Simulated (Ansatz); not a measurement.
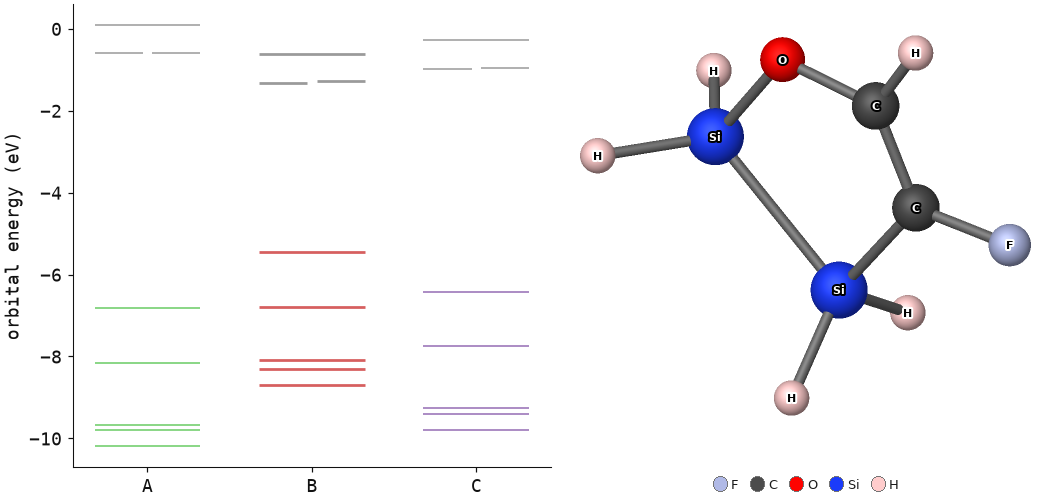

Frontier orbital energies of C₂H₅FOSi₂, SMILES FC1=CO[SiH2][SiH2]1 at one geometry, def2-TZVPP, the Ansatz code 0.2.0, at a PBE0-D4/def2-TZVP geometry (a minimum by its frequencies). Empty levels are grey, levels within 0.1 eV stand side by side; all columns show the same few orbitals around the gap.

The columns come from BLYP, HSE06 and PBE0. Which is which?

Answer. A: PBE0 (HOMO −6.82, LUMO −0.59, separation 6.23 eV)
B: BLYP (HOMO −5.46, LUMO −1.32, separation 4.13 eV)
C: HSE06 (HOMO −6.42, LUMO −0.97, separation 5.45 eV)

Limits of at least one run: empty levels above zero depend strongly on the basis.
